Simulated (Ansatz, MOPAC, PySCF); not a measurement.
HCl (SMILES Cl) and C2H4 (SMILES C=C) are pulled apart as rigid monomers along the line of their centres of mass, from the B3LYP-D3(BJ)/def2-TZVP minimum. Starting geometry (charge 0, multiplicity 1):
```xyz
8

Cl    -0.4474     0.0166     0.2572
H     -0.3098     0.0320     1.5433
C      0.3728     0.5638     3.7907
C     -0.4859    -0.4425     3.9008
H      1.4366     0.3941     3.6761
H      0.0459     1.5963     3.8149
H     -1.5492    -0.2727     4.0195
H     -0.1585    -1.4749     3.8806
```

Interaction energies with rigid monomers; basis-set methods are counterpoise corrected unless marked otherwise.

Rows in 6-31G* carry no dispersion term and start afresh at each structure (6-31G* with six Cartesian d functions). The state that PM3, PM6 reach isn't checked.

Programs: Ansatz (a program for electronic structure) with Gaussian orbitals; MOPAC for PM3, PM6 (differences of heats of formation); PySCF for 6-31G* rows, the dispersion terms. Values without a source in brackets are computed.

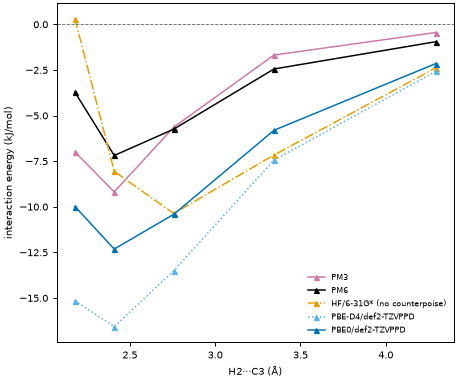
Fig. 1. Interaction energy against separation

Which level binds most strongly at H2···C3 = 2.41, and by how much?

PBE-D4/def2-TZVPPD, -17 kJ/mol.
